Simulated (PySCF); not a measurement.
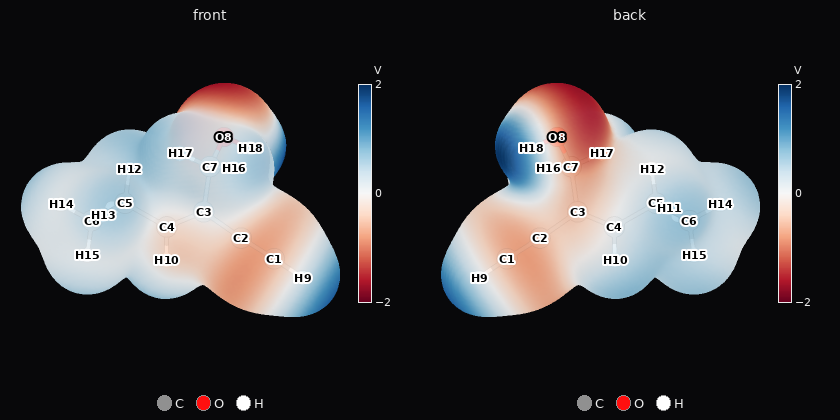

Figure 1: C$_{7}$H$_{10}$O (SMILES C#C/C(=C/CC)CO). The electrostatic potential painted on the density surface at 0.002 e/bohr³, seen from the front and from behind; red is negative and blue positive.

Geometry: GFN2-xTB, NEB image 0 of 0 to 8.

Level of theory: PBE0/pcSseg-1, SCF density, gas phase, non-relativistic in PySCF.

```xyz
18

C    -2.7584    1.3342   -1.5709
C    -1.8431    0.7942   -1.0107
C    -0.8075    0.1041   -0.3314
C     0.4722    0.3835   -0.5943
C     1.6711   -0.2665    0.0123
C     2.3578    0.6807    0.9992
C    -1.2876   -0.9664    0.6271
O    -1.4555   -2.2206   -0.0027
H    -3.5382    1.8297   -2.0682
H     0.6862    1.1763   -1.3015
H     2.3745   -0.5102   -0.7884
H     1.4012   -1.1952    0.5143
H     1.6924    0.9145    1.8274
H     3.2602    0.2231    1.3971
H     2.6311    1.6120    0.5076
H    -2.2338   -0.6397    1.0850
H    -0.5590   -1.1327    1.4220
H    -2.0724   -2.1145   -0.7356
```

Where is the surface potential most negative and most positive?

The most negative region (about −1.6 V) lies over O8, the most positive (about +1.9 V) over H18. O8 is the likeliest acceptor of a hydrogen bond.
